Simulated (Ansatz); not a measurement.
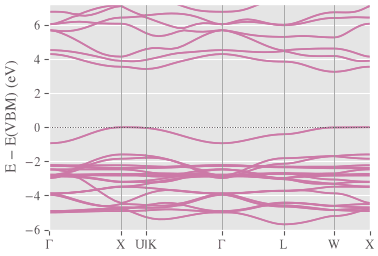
Band structure from r²SCAN+D4 with spin–orbit coupling in the plane-wave PAW code Ansatz

Task: Read off the gap and where the band edges lie.

Result: About 3.3 eV (3.25 eV by a search for the band edges); maximum at X, minimum at W.

The material is Tl$_{3}$GaF$_{6}$ in space group Fm-3m (No. 225; Tl on 8c, Tl on 4b, Ga on 4a, F on 24e).

The workflow started from a Materials Project entry (that database holds measured and hypothetical structures alike); the Crystallography Open Database copy checked does not list it. Whether it is the stable phase at ambient conditions was not checked. Symmetry was held in the r²SCAN+D4 relaxation; whether a distortion lowers the energy is not shown.

Potentials: the later of the program's two PAW sets.
